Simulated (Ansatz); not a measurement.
## Fields on a plane of MgB2 (AlB2 type, space group P6/mmm)

```yaml
crystal:
  lattice:
    - [3.06322, 0.00000, 0.00000]
    - [-1.53161, 2.65283, 0.00000]
    - [0.00000, 0.00000, 3.49987]
  atoms:
    - { symbol: Mg, position: [0.00000, 0.00000, 0.00000] }
    - { symbol: B, position: [0.33333, 0.66667, 0.50000] }
    - { symbol: B, position: [0.66667, 0.33333, 0.50000] }
```

The slice is a (0001) plane (indices of the conventional cell) through the point (0.333, 0.667, 0.500) (fractional), spanned by u = [110] and v = [1 -1 0] in vectors of this cell: u (3.06 Å) and v (5.31 Å, at 90° to u). It covers one period; positions are fractions (u, v).

Atoms on it: B at (0.00, 0.00); B at (0.50, 0.50); B at (0.00, 0.33); B at (0.50, 0.83).

Level of theory: PBEsol (plane waves to 420 eV, PAW, scalar-relativistic; Ansatz, an electronic-structure program). k mesh 17×17×13. Inside the PAW spheres the values are not all-electron values, and peaks at nuclei hang on which shells count as valence. MgB2 was relaxed with its symmetry unable to fall.

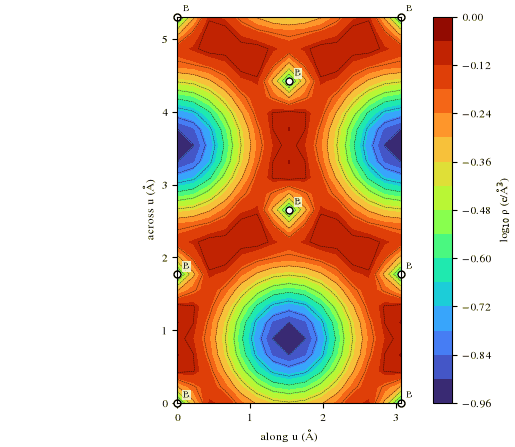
Figure: Log₁₀ of the valence density in e/Å³, one period of the plane, atoms marked. The scale is logarithmic, as a density can span decades between atoms and voids.

```
|xxxx**@@@@%%**++**%%@@@@**xx|
|::==%%@@@@%%==::==%%@@@@%%==|
|++**%%@@@@**xxxxxx**@@@@%%**|
|++**##%%##--xxxxxx--##%%##**|
|--==++****--xxxxxx--****++==|
|..::--++****++++++****++--::|
|    ::==**%%@@@@@@%%**==::  |
|    ..==**%%@@@@@@%%**==..  |
|    ::==**%%@@@@@@%%**==::  |
|..::--++****++++++****++--::|
|--==++****--xxxxxx--****++==|
|++**##%%##--xxxxxx--##%%##**|
|++**%%@@@@**xxxxxx**@@@@%%**|
|::==%%@@@@%%==::==%%@@@@%%==|
|xxxx**@@@@%%**++**%%@@@@**xx|
|xxxx--##%%##**++**##%%##--xx|
|xxxx--****++==--==++****--xx|
|++++****++--::..::--++****++|
|@@@@%%**==::      ::==**%%@@|
|@@@@%%**==..      ..==**%%@@|
|@@@@%%**==::      ::==**%%@@|
|++++****++--::..::--++****++|
|xxxx--****++==--==++****--xx|
|xxxx--##%%##**++**##%%##--xx|
```
Scale: ten equal steps from 0.06 (start of ' ') to 0.92 (end of '@'), in the order ' .:-=+*#%@'. Values: electron localisation function (ELF). The map has 14 points along u (two characters each, u = 0 at the left) and 24 along v (v = 0 in the bottom row). Points within 0.4 Å of a nucleus are blanked (x), as the pseudised field means little there.

The density on the B–B line (1.77 Å) at its midpoint is 0.83 e/Å³. The ELF at that point is 0.92. ELF maximum in the middle third of the B–B line: 0.92, 0.9 Å from B.
